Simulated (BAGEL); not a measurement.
# CH6CuP (Cu(PH3)Me): levels of theory compared

Wanted: a comparison of 3 runs (B3LYP/6-31G*, PBE0/6-31G*, RI-MP2/6-31G*) of CH6CuP (Cu(PH3)Me). 

The calculation is run with BAGEL 1.2.2.

7 further runs of the same task are left out: 7 that didn't finish. Runs told in other sessions of the task aren't counted.

### 1 The system as given

CH6CuP has 9 atoms, charge 0, and is taken as a singlet. SMILES: `[CH3][Cu]<-[PH3]`. Geometry: a GFN2-xTB relaxation, a rough one for these elements and not checked as a minimum.

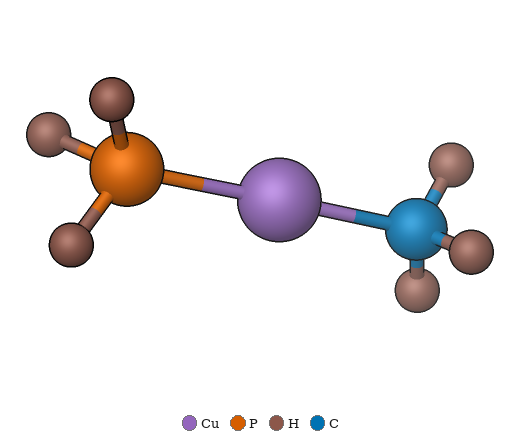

The structure, seen from a chosen angle (copper purple, phosphorus orange, hydrogen brown, carbon blue).

### 2 A single-point energy at B3LYP/6-31G(d) (density fitting with qzvpp-jkfit, spherical functions) (run 1)

job.json

```json
{ "bagel": [

{
  "title": "molecule",
  "basis": "6-31gs.json",
  "df_basis": "qzvpp-jkfit",
  "angstrom": true,
  "geometry": [
    { "atom": "Cu", "xyz": [    0.008720,    0.014540,   -0.192440 ] },
    { "atom": "P", "xyz": [   -0.000170,   -0.006580,    2.027740 ] },
    { "atom": "H", "xyz": [    1.169930,   -0.099280,    2.758570 ] },
    { "atom": "H", "xyz": [   -0.661910,   -1.000070,    2.726470 ] },
    { "atom": "H", "xyz": [   -0.523310,    1.037770,    2.767960 ] },
    { "atom": "C", "xyz": [    0.002840,    0.014100,   -2.190490 ] },
    { "atom": "H", "xyz": [   -1.000890,    0.013760,   -2.629450 ] },
    { "atom": "H", "xyz": [    0.501700,   -0.855150,   -2.632850 ] },
    { "atom": "H", "xyz": [    0.503090,    0.880900,   -2.635500 ] }
  ]
},
{
  "title": "ks",
  "xc_func": "b3lyp"
},
{
  "title": "print",
  "file": "orbitals.molden",
  "orbitals": true
}

]}
```

The basis set 6-31G* is read from a file made from the Basis Set Exchange's data (not shown).

The run is started by

```console
BAGEL_NUM_THREADS=1 BAGEL job.json > job.out
```

Output:

```text
* using 1 threads per process

  ===============================================================
  ===============================================================

  *** Geometry ***

  { "atom" : "Cu", "xyz" : [      0.016478,      0.027477,     -0.363659 ] },
  { "atom" : "P", "xyz" : [     -0.000321,     -0.012434,      3.831873 ] },
  { "atom" : "H", "xyz" : [      2.210847,     -0.187612,      5.212942 ] },
[... 5 lines of this table left out ...]
  { "atom" : "H", "xyz" : [      0.950702,      1.664660,     -4.980373 ] },

  Number of auxiliary basis functions:      575

  Since a DF basis is specified, we compute 2- and 3-index integrals:
    o Being stored without compression. Storage requirement is 0.028 GB

  Number of basis functions:       78
  Number of electrons      :       56

    * METHOD: MOLECULE                             0.40

  *** Kohn-Sham DFT ***

    * Removing 14744 points whose weight is below 1.00e-10
    * Grid points: 119410

  === Nuclear Repulsion ===
   228.3497913736

       - DIIS with orbital gradients will be used.

  === KS iteration (b3lyp / 6-31gs.json) ===
      0      -1925.64383998          0.09845465           0.50
      1      -1830.92111765          0.17589921           0.47
      2      -1765.31265138          0.08262680           0.47
[... 26 lines of this table left out ...]
     29      -2023.30410489          0.00000001           0.46
    * SCF iteration converged.

    * Permanent dipole moment:
           (    0.001805,     0.010490,    -1.813104) a.u.

    * METHOD: KS                                  14.43

    * METHOD: PRINT                                0.01

  ===============================================================
```

Run time: 15 s. Hardware: 1 thread of Arm Neoverse V2, shared host; peak memory 0.48 GiB.

### 3 The energy at PBE0/6-31G(d) (density fitting with qzvpp-jkfit, spherical functions) (run 2)

Edit job.json of step 2 so:

```diff
@@ -19,11 +19,4 @@
 },
-{
-  "title": "ks",
-  "xc_func": "b3lyp"
-},
-{
-  "title": "print",
-  "file": "orbitals.molden",
-  "orbitals": true
-}
+{ "title": "ks", "xc_func": "pbe0" },
+{ "title": "print", "file": "orbitals.molden", "orbitals": true }
```

The basis set 6-31G* is read from a file made from the Basis Set Exchange's data (not shown).

The run is started by

```console
BAGEL_NUM_THREADS=1 BAGEL job.json > job.out
```

Output:

```text
* using 1 threads per process

  ===============================================================
  ===============================================================

  *** Geometry ***

  { "atom" : "Cu", "xyz" : [      0.016478,      0.027477,     -0.363659 ] },
  { "atom" : "P", "xyz" : [     -0.000321,     -0.012434,      3.831873 ] },
  { "atom" : "H", "xyz" : [      2.210847,     -0.187612,      5.212942 ] },
[... 5 lines of this table left out ...]
  { "atom" : "H", "xyz" : [      0.950702,      1.664660,     -4.980373 ] },

  Number of auxiliary basis functions:      575

  Since a DF basis is specified, we compute 2- and 3-index integrals:
    o Being stored without compression. Storage requirement is 0.028 GB

  Number of basis functions:       78
  Number of electrons      :       56

    * METHOD: MOLECULE                             0.39

  *** Kohn-Sham DFT ***

    * Removing 14744 points whose weight is below 1.00e-10
    * Grid points: 119410

  === Nuclear Repulsion ===
   228.3497913736

       - DIIS with orbital gradients will be used.

  === KS iteration (pbe0 / 6-31gs.json) ===
      0      -1925.23505098          0.09828370           0.47
      1      -1831.01860591          0.17739075           0.45
      2      -1765.07233896          0.08394963           0.45
[... 29 lines of this table left out ...]
     32      -2022.80114559          0.00000001           0.46
    * SCF iteration converged.

    * Permanent dipole moment:
           (    0.001494,     0.010624,    -1.895212) a.u.

    * METHOD: KS                                  15.50

    * METHOD: PRINT                                0.01

  ===============================================================
```

Run time: 16 s. Hardware: 1 thread of Arm Neoverse V2, shared host; peak memory 0.48 GiB.

### 4 A single-point energy at RI-MP2/6-31G(d) (density fitting with qzvpp-jkfit, spherical functions) (run 3)

mp2.json

```json
{ "bagel": [

{
  "title": "molecule",
  "basis": "6-31gs.json",
  "df_basis": "qzvpp-jkfit",
  "angstrom": true,
  "geometry": [
    { "atom": "Cu", "xyz": [       0.008720,       0.014540,      -0.192440 ] },
    { "atom": "P", "xyz": [      -0.000170,      -0.006580,       2.027740 ] },
    { "atom": "H", "xyz": [       1.169930,      -0.099280,       2.758570 ] },
    { "atom": "H", "xyz": [      -0.661910,      -1.000070,       2.726470 ] },
    { "atom": "H", "xyz": [      -0.523310,       1.037770,       2.767960 ] },
    { "atom": "C", "xyz": [       0.002840,       0.014100,      -2.190490 ] },
    { "atom": "H", "xyz": [      -1.000890,       0.013760,      -2.629450 ] },
    { "atom": "H", "xyz": [       0.501700,      -0.855150,      -2.632850 ] },
    { "atom": "H", "xyz": [       0.503090,       0.880900,      -2.635500 ] }
  ]
},

{
  "title": "hf",
  "charge": 0
},

{
  "title": "mp2",
  "charge": 0,
  "ncore": 11
}

]}
```

The basis set 6-31G* is read from a file made from the Basis Set Exchange's data (not shown).

The run is started by

```console
BAGEL_NUM_THREADS=1 BAGEL mp2.json > mp2.out
```

Output:

```text
* using 1 threads per process

  ===============================================================
  ===============================================================

  *** Geometry ***

  { "atom" : "Cu", "xyz" : [      0.016478,      0.027477,     -0.363659 ] },
  { "atom" : "P", "xyz" : [     -0.000321,     -0.012434,      3.831873 ] },
  { "atom" : "H", "xyz" : [      2.210847,     -0.187612,      5.212942 ] },
[... 5 lines of this table left out ...]
  { "atom" : "H", "xyz" : [      0.950702,      1.664660,     -4.980373 ] },

[... 23 lines left out ...]
    * SCF iteration converged.
[... 1 line left out ...]
    * Permanent dipole moment:
[... 2 lines left out ...]
    * METHOD: HF                                   2.40

  *** RHF ***

  === Nuclear Repulsion ===
   228.3497913736

      * DIIS with orbital gradients will be used.

  === RHF iteration (6-31gs.json) ===
      0      -2020.66105059          0.00000000           0.12
    * SCF iteration converged.

    * Permanent dipole moment:
           (    0.000165,     0.010814,    -2.485469) a.u.

  === DF-MP2 calculation ===

    * freezing 11 orbitals
    * 3-index integral transformation done
    * assembly done

      MP2 correlation energy:   -0.6370101352      0.07

      MP2 total energy:       -2021.2980607297

    * METHOD: MP2                                  0.33

  ===============================================================
```

Run time: 3.3 s. Hardware: 1 thread of Arm Neoverse V2, shared host.

### 5 The series

```
run                                                                  level  frozen core orbitals   energy (Eh)  dipole moment (D)  HOMO energy (eV)  LUMO energy (eV)  wall time
  1   B3LYP/6-31G* (density fitting with qzvpp-jkfit, spherical functions)                     –  -2023.304105               4.61             -5.33             -0.62       15 s
  2    PBE0/6-31G* (density fitting with qzvpp-jkfit, spherical functions)                     –  -2022.801146               4.82             -5.45             -0.40       16 s
  3  RI-MP2/6-31G* (density fitting with qzvpp-jkfit, spherical functions)                    11  -2021.298061                  –                 –                 –      3.3 s
```

### 6 Outcome

| quantity | value |
| --- | --- |
| run 3: total energy | -2021.29806 Eh |
| run 3: correlation energy (11 core orbitals frozen) | -637.0 mEh |

In words: Totals of different functionals can't be ranked against each other. All runs together took 35 s, the longest 16 s.
